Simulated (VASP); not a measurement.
Band structure of SrVO3 (cubic perovskite). Level of theory: RPBE GGA, VASP's PBE PAW potentials (set 64) (plane waves; VASP).

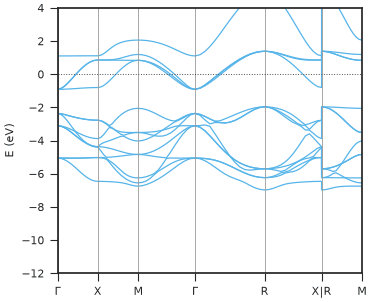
Bands along high-symmetry lines, zero at the valence-band maximum or, without a gap, the Fermi level

### Question
Read the plot: is there a gap, and where are the band edges?

### Answer
It has no gap at this level: it comes out as a metal or semimetal. (Edges off the drawn lines would not show.)

The compound is SrVO3 in the cubic perovskite structure. It was relaxed first. The run is not spin-polarised, so no magnetic state was tried. The electron count is odd and the run is not spin-polarised, which forces a metal.
